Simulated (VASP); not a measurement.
## Lattice of SnSe2 across functionals and dispersion corrections

How close do the usual functionals, with and without dispersion, come to the cell of SnSe2? The levels: LDA, PBEsol, PBE, r2SCAN, PBE + D3(BJ), r2SCAN + rVV10, AM05 and vdW-DF-cx. The start is a cell from a database of measured crystal structures.

Main program and level: VASP 6.6.1; LDA; plane waves and PAW (Sn_d, Se), in the first sound run; inputs show where later runs differ.

**What experiment says.**

For SnSe2, hexagonal layered (undoped polycrystalline, melt reaction and annealing), “Metallic conduction induced by direct anion site doping in layered SnSe2” (2016, pmc:4726434) gives, by powder X-ray diffraction: lattice constant a (a, undoped sample A) 3.81043 ± 0.00035 Å; lattice constant c (c, undoped sample A) 6.13279 ± 0.00037 Å.

## (1) The structure

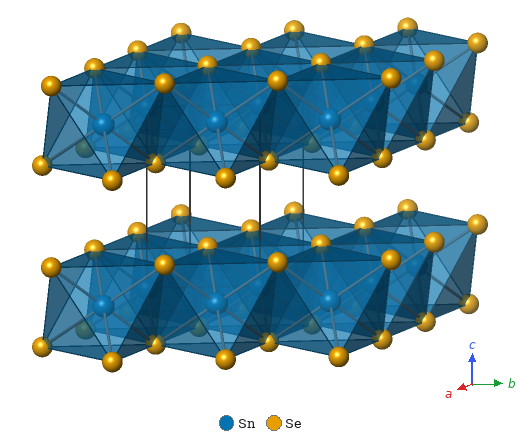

The cell as given, slightly off an axis (tin blue, selenium orange). 2×2×1 cells are drawn. Some periodic images of atoms are drawn too.

## (2) Relaxation with LDA

Properties are meant for the cell that this level of theory prefers, so cell and atoms are relaxed first (ISIF = 3) until forces and stress are small; EDIFFG sets the threshold. LDA, the lowest rung, knows the local density alone.

INCAR

```
SYSTEM = SnSe2
PREC = Accurate
ENCUT = 520
EDIFF = 1E-06
NELM = 100
ISMEAR = -1
SIGMA = 0.05
LREAL = .FALSE.
ALGO = Normal
GGA = CA
NBANDS = 19
LORBIT = 11
LWAVE = .FALSE.
LCHARG = .FALSE.
KPAR = 4
IBRION = 2
NSW = 60
ISIF = 3
EDIFFG = -0.01
```

POSCAR

```
SnSe2
1.0
    3.8110000000      0.0000000000      0.0000000000
   -1.9055000000      3.3004228138      0.0000000000
    0.0000000000      0.0000000000      6.1360000000
Sn Se
1 2
Direct
    0.0000000000      0.0000000000      0.0000000000
    0.3333333333      0.6666666667      0.2490000000
    0.6666666667      0.3333333333      0.7510000000
```

KPOINTS

```
Automatic mesh
0
Gamma
6 6 3
0 0 0
```

PAW data sets: Sn_d and Se (PBE family, release 64).

Run with:

```bash
$ mpirun -np 4 vasp_std
```

Output:

```text
[banner, memory and clock lines left out]
running    4 mpi-ranks, on    1 nodes
 distrk:  each k-point on    1 cores,    4 groups
 distr:  one band on    1 cores,    1 groups

 POSCAR found type information on POSCAR SnSe
 POSCAR found :  2 types and       3 ions
|                                                                             |
|               ----> ADVICE to this user running VASP <----                  |
|                                                                             |
|     You enforced a specific xc type in the INCAR file but a different       |
|     [... a line on the potential file left out ...]
|     I HOPE YOU KNOW WHAT YOU ARE DOING!                                     |
|                                                                             |

 LDA part: xc-table for (Slater(with rela. corr.)+CA(PZ))
 , standard interpolation
 POSCAR, INCAR and KPOINTS ok, starting setup
 FFT: planning ... GRIDC
 FFT: planning ... GRID_SOFT
 FFT: planning ... GRID
 WAVECAR not read
 entering main loop
       N       E                     dE             d eps       ncg     rms          rms(c)
DAV:   1     0.209301922279E+03    0.20930E+03   -0.12252E+04   661   0.157E+03
DAV:   2     0.108516109405E+02   -0.19845E+03   -0.19232E+03   673   0.395E+02
DAV:   3    -0.132884788968E+02   -0.24140E+02   -0.23727E+02   808   0.121E+02
DAV:   4    -0.141241707010E+02   -0.83569E+00   -0.83371E+00   766   0.235E+01
DAV:   5    -0.141439744727E+02   -0.19804E-01   -0.19800E-01   907   0.377E+00    0.502E+00
DAV:   6    -0.138419161429E+02    0.30206E+00   -0.57154E-01   962   0.916E+00    0.315E+00
DAV:   7    -0.138050803118E+02    0.36836E-01   -0.17141E-01   808   0.304E+00    0.897E-01
DAV:   8    -0.138017058734E+02    0.33744E-02   -0.12434E-02   843   0.113E+00    0.285E-01
DAV:   9    -0.138014523829E+02    0.25349E-03   -0.11501E-03   709   0.258E-01    0.771E-02
DAV:  10    -0.138014464425E+02    0.59404E-05   -0.10345E-04   867   0.629E-02    0.281E-02
DAV:  11    -0.138014499034E+02   -0.34609E-05   -0.11244E-05   722   0.235E-02    0.437E-03
DAV:  12    -0.138014496112E+02    0.29222E-06   -0.91147E-07   416   0.876E-03
   1 F= -.13801450E+02 E0= -.13801373E+02  d E =-.138014E+02
 curvature:   0.00 expect dE= 0.000E+00 dE for cont linesearch  0.000E+00
 trial: gam= 0.00000 g(F)=  0.236E-01 g(S)=  0.223E-01 ort = 0.000E+00 (trialstep = 0.100E+01)
 search vector abs. value=  0.459E-01
 bond charge predicted
       N       E                     dE             d eps       ncg     rms          rms(c)
DAV:   1    -0.139560542160E+02   -0.15460E+00   -0.41183E+00   839   0.283E+01    0.207E+00
DAV:   2    -0.138477423342E+02    0.10831E+00   -0.29276E-01   860   0.769E+00    0.992E-01
DAV:   3    -0.138134578485E+02    0.34284E-01   -0.92612E-02   860   0.414E+00    0.188E-01
DAV:   4    -0.138126709850E+02    0.78686E-03   -0.54915E-03   694   0.671E-01    0.102E-01
DAV:   5    -0.138121916380E+02    0.47935E-03   -0.56860E-04   933   0.243E-01    0.252E-02
DAV:   6    -0.138121905845E+02    0.10535E-05   -0.41722E-05   722   0.544E-02    0.121E-02
DAV:   7    -0.138121901778E+02    0.40672E-06   -0.16430E-06   578   0.119E-02
   2 F= -.13812190E+02 E0= -.13812009E+02  d E =-.107406E-01
[... from here on, the cycles between the ionic steps are left out ...]
   3 F= -.13816296E+02 E0= -.13816171E+02  d E =-.148459E-01
   4 F= -.13821372E+02 E0= -.13821212E+02  d E =-.507652E-02
   5 F= -.13822278E+02 E0= -.13822077E+02  d E =-.598292E-02
   6 F= -.13822285E+02 E0= -.13822088E+02  d E =-.598981E-02
   7 F= -.13823600E+02 E0= -.13823409E+02  d E =-.131441E-02
   8 F= -.13826299E+02 E0= -.13826117E+02  d E =-.401359E-02
   9 F= -.13825030E+02 E0= -.13824767E+02  d E =-.274479E-02
  10 F= -.13826850E+02 E0= -.13826658E+02  d E =-.456490E-02
  11 F= -.13827284E+02 E0= -.13827085E+02  d E =-.433994E-03
  12 F= -.13828416E+02 E0= -.13828192E+02  d E =-.156528E-02
  13 F= -.13829924E+02 E0= -.13829634E+02  d E =-.307345E-02
  14 F= -.13829979E+02 E0= -.13829460E+02  d E =-.312855E-02
  15 F= -.13830440E+02 E0= -.13830050E+02  d E =-.358945E-02
  16 F= -.13830505E+02 E0= -.13830119E+02  d E =-.648687E-04
  17 F= -.13830624E+02 E0= -.13830251E+02  d E =-.184212E-03
 curvature:  -1.02 expect dE=-0.511E-04 dE for cont linesearch -0.807E-05
 ZBRENT: extrapolating
 opt :   1.1273  next Energy=   -13.830632 (dE=-0.192E-03)
 bond charge predicted
       N       E                     dE             d eps       ncg     rms          rms(c)
DAV:   1    -0.138307151232E+02   -0.90636E-04   -0.26624E-03   712   0.425E-01    0.442E-02
DAV:   2    -0.138306615129E+02    0.53610E-04   -0.16809E-04   754   0.156E-01    0.266E-02
DAV:   3    -0.138306402151E+02    0.21298E-04   -0.41801E-05   846   0.856E-02    0.841E-03
DAV:   4    -0.138306389175E+02    0.12977E-05   -0.59855E-06   764   0.240E-02    0.288E-03
DAV:   5    -0.138306388217E+02    0.95791E-07   -0.56381E-07   344   0.773E-03
  18 F= -.13830639E+02 E0= -.13830270E+02  d E =-.199142E-03
 curvature:  -1.00 expect dE=-0.298E-04 dE for cont linesearch -0.138E-05
 trial: gam=-0.00349 g(F)=  0.195E-05 g(S)=  0.277E-04 ort = 0.281E-04 (trialstep = 0.404E+00)
 search vector abs. value=  0.295E-04
 reached required accuracy - stopping structural energy minimisation
```

Run time: 98 s. Hardware: 4 MPI ranks of AMD EPYC 7R43, shared host; peak memory 0.66 GiB; 6.5 min of CPU time.

Lines that name or quote the potential files are left out of all logs, and their timing lines are given in words.

Parts of OUTCAR (step 2):

```text
ion  position               nearest neighbor table
   1  0.000  0.000  0.000-   2 2.68   3 2.68   2 2.68   3 2.68   3 2.68   2 2.68
   2  0.333  0.667  0.249-   1 2.68   1 2.68   1 2.68
   3  0.667  0.333  0.751-   1 2.68   1 2.68   1 2.68

  LATTYP: Found a hexagonal cell.
 ALAT       =     3.8110000000
 C/A-ratio  =     1.6100760955

 Subroutine GETGRP returns: Found 12 space group operations
 (whereof 12 operations were pure point group operations)

The static configuration has the point symmetry D_3d.

 Found     17 irreducible k-points:

   k-points           NKPTS =     17   k-points in BZ     NKDIM =     17   number of bands    NBANDS=     19

   dimension x,y,z NGX =    28 NGY =   28 NGZ =   48
   dimension x,y,z NGXF=    56 NGYF=   56 NGZF=   96

   ENCUT  =  520.0 eV  38.22 Ry    6.18 a.u.   7.09  7.09 11.41*2*pi/ulx,y,z

   NELECT =      26.0000    total number of electrons

 k-points in reciprocal lattice and weights: Automatic mesh
   0.00000000  0.00000000  0.00000000       0.009
   0.16666667 -0.00000000  0.00000000       0.056
   0.33333333 -0.00000000  0.00000000       0.056
   0.50000000  0.00000000  0.00000000       0.028
   0.16666667  0.16666667  0.00000000       0.056
   0.33333333  0.16666667  0.00000000       0.111
   0.33333333  0.33333333  0.00000000       0.019
   0.00000000  0.00000000  0.33333333       0.019
   0.16666667 -0.00000000  0.33333333       0.056
[...]
-0.16666667  0.50000000  0.33333333       0.111
   0.33333333  0.33333333  0.33333333       0.037

 average (electrostatic) potential at core
       1-102.1367       2 -52.9753       3 -52.9753

 E-fermi :   4.5334

 k-point     1 :       0.0000    0.0000    0.0000
  band No.  band energies     occupation
    ...
      9       3.6335      2.00000
     10       3.6335      2.00000
     11       3.8513      2.00000
     12       3.8513      2.00000
     13       4.2755      1.98855
     14       5.0526      0.00006
     15       7.1634      0.00000
     16       8.8178      0.00000
     17       8.8178      0.00000
     18      12.4202      0.00000
    ...

 k-point     2 :       0.1667   -0.0000    0.0000
  band No.  band energies     occupation
    ...
      9       1.5089      2.00000
     10       2.6069      2.00000
     11       2.7681      2.00000
     12       4.1860      1.99808
     13       4.2971      1.98240
     14       6.4132      0.00000
     15       7.8166      0.00000
     16       8.8653      0.00000
     17       9.1864      0.00000
     18      11.2948      0.00000
    ...

 k-point     3 :       0.3333   -0.0000    0.0000
  band No.  band energies     occupation
    ...
      9       0.1061      2.00000
     10       1.1784      2.00000
     11       1.9274      2.00000
     12       3.5243      2.00000
     13       4.0984      1.99967
     14       5.7294      0.00000
     15       7.9762      0.00000
     16       9.3702      0.00000
     17       9.7072      0.00000
     18      10.6458      0.00000
    ...

  Total       -0.0291600     -0.0291600     -0.0049403      0.0000000      0.0000000      0.0000000
  in kB       -0.6220336     -0.6220336     -0.1053858      0.0000000      0.0000000      0.0000000
  external PRESSURE =      -0.4498177 kB  Pullay stress =       0.0000000 kB

  energy-cutoff  :      520.00
  volume of cell :       75.11
      direct lattice vectors                 reciprocal lattice vectors
     3.804474255  0.000000000  0.000000000     0.262848408  0.151755599 -0.000000000
    -1.902237127  3.294771353 -0.000000000    -0.000000000  0.303511198 -0.000000000
    -0.000000000  0.000000000  5.991901464    -0.000000000  0.000000000  0.166891930

 POSITION                                       TOTAL-FORCE (eV/Angst)
 -----------------------------------------------------------------------------------
      0.00000      0.00000      0.00000        -0.000000     -0.000000      0.000000
     -0.00000      2.19651      1.57564        -0.000000      0.000000      0.004491
      1.90224      1.09826      4.41626         0.000000     -0.000000     -0.004491
 -----------------------------------------------------------------------------------
    total drift:                                0.000000      0.000000      0.000000

  FREE ENERGIE OF THE ION-ELECTRON SYSTEM (eV)
  ---------------------------------------------------
  free  energy   TOTEN  =       -13.8306388217 eV

  energy  without entropy=      -13.8299009380  energy(sigma->0) =      -13.83026988

 reached required accuracy - stopping structural energy minimisation

 total charge
# of ion       s       p       d       tot
------------------------------------------
    1        1.066   1.053  10.110  12.229
    2        1.492   2.294   0.029   3.815
    3        1.492   2.294   0.029   3.815
--------------------------------------------------
tot          4.050   5.641  10.169  19.859

[... 3 further parts left out ...]
```

CONTCAR:

```
SnSe2
   1.00000000000000
     3.8044742549866650    0.0000000000000001    0.0000000000000000
    -1.9022371274933325    3.2947713528399647   -0.0000000000000000
    -0.0000000000000000    0.0000000000000001    5.9919014643811597
  Sn              Se
     1     2
Direct
     0.0000000000000000    0.0000000000000000    0.0000000000000000
     0.3333333332999970    0.6666666667000030    0.2629617022539210
     0.6666666667000030    0.3333333332999970    0.7370382977460792
```

The gap is read on the k-mesh alone, so it is an upper bound where the band edges lie off the mesh. The bonds form layers, held to each other by dispersion, which LDA lacks; its overbinding stands in for it by accident. The PAW data sets were made with PBE, though LDA sets exist; this is a small mismatch. The run keeps the 12 symmetry operations of its start, so it cannot find a distortion of lower symmetry.

Step by step:

```csv
step,energy less that of the first step (eV),largest force (eV/Å),pressure (GPa),volume (Å³)
1,0.0000,0.4944,1.19,77.18
2,-0.0107,0.0590,-1.56,79.32
3,-0.0148,0.1255,-0.66,78.57
4,-0.0199,0.0824,-0.33,77.78
5,-0.0208,0.0516,-0.05,77.24
6,-0.0208,0.0548,-0.09,77.29
7,-0.0221,0.0708,0.02,76.99
8,-0.0248,0.1205,0.39,76.09
9,-0.0236,0.2162,1.23,74.29
10,-0.0254,0.1620,0.72,75.38
11,-0.0258,0.1538,0.68,75.36
12,-0.0270,0.1294,0.54,75.29
13,-0.0285,0.0819,0.30,75.15
14,-0.0285,0.0106,-0.17,74.87
15,-0.0290,0.0332,0.04,75.00
16,-0.0291,0.0277,0.02,75.03
17,-0.0292,0.0107,-0.04,75.09
18,-0.0292,0.0045,-0.04,75.11
```

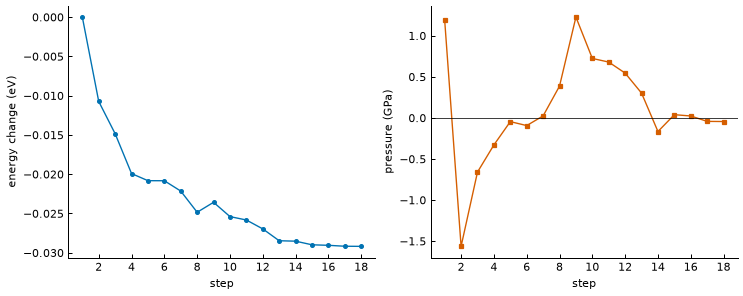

Energy and pressure along the relaxation.

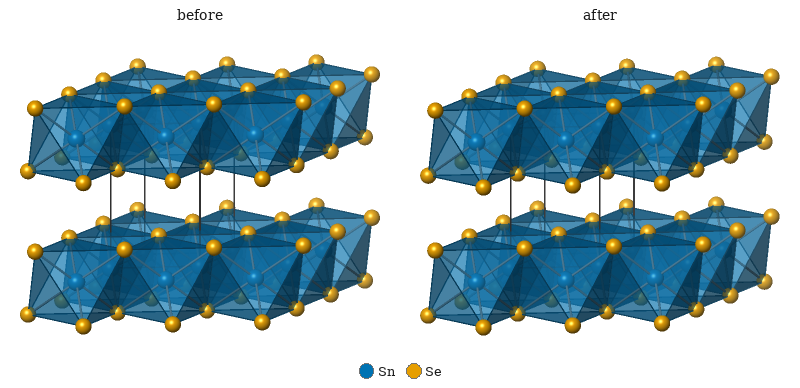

Before and after, at one scale.

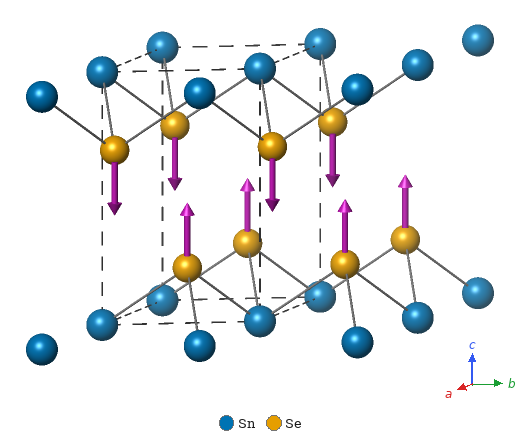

Displacements in the relaxation, exaggerated, measured against the changing cell; the longest in the cell stands for 0.08 Å. Bonds to atoms that aren't drawn are left out. 2×2×1 cells are drawn. Some periodic images of atoms are drawn too.

```csv
"conventional cell, symmetrised",before,after,change
a (Å),3.811,3.804,-0.2 %
b (Å),3.811,3.804,-0.2 %
c (Å),6.136,5.992,-2.3 %
volume (Å³/atom),25.73,25.04,-2.7 %
```

The atoms that moved most (Å, as changes of fractional coordinates times the final cell):

```csv
atom,dx,dy,dz,length
Se2,0.000,0.000,0.084,0.084
Se3,0.000,0.000,-0.084,0.084
```

Final coordinates:

```xyz
3
Lattice="3.8045 0.0000 0.0000 -1.9022 3.2948 0.0000 0.0000 0.0000 5.9919" Properties=species:S:1:pos:R:3 pbc="T T T"
Sn    0.0000    0.0000    0.0000
Se    0.0000    2.1965    1.5756
Se    1.9022    1.0983    4.4163
```

A gap read on the k-mesh alone can miss the band edges.

Numbers from this step:

| Property | Result |
| --- | --- |
| electrons | 26 |
| bands | 19 |
| irreducible k-points | 17 |
| symmetry operations | 12 |
| free energy (TOTEN) | -13.83 eV |
| energy at zero smearing | -13.83 eV |
| Fermi energy | 4.533 eV |
| pressure | -0.04498 GPa |
| metallic | no |
| valence top at k | 0.1667, 0, 0 |
| conduction bottom at k | 0.5, 0, 0.3333 |
| least direct gap at k | 0, 0, 0 |
| SCF cycles over all ionic steps | 114 |
| gap on the k-mesh | 0.4620 eV |
| least direct gap on the k-mesh | 0.7771 eV |

It ends with a largest force of 0.004 eV/Å and a pressure of -0.04 GPa. The volume lies -2.7 % from that of the database's start, which holds the thermal and zero-point expansion of its experiment. The conventional cell has a = 3.804 and c = 5.992 Å.

(Part 1 of 3 ends here.)

[Lines on the potential files, build, host, timing and source positions are cut from VASP's logs without a mark.]

[Logs are printed without paths, hosts, clocks, repeated set-up lines and the standing remarks that a program may print on its own settings, such as how far it seeks lower states.]

[Hosts, paths, dates, database ids (printed as entryN), source tags and the programs' standing remarks are cut or masked in the printed files.]

[Measured values are set beside computed ones only where the two were judged alike; some that the calculation misses by far are left out.]
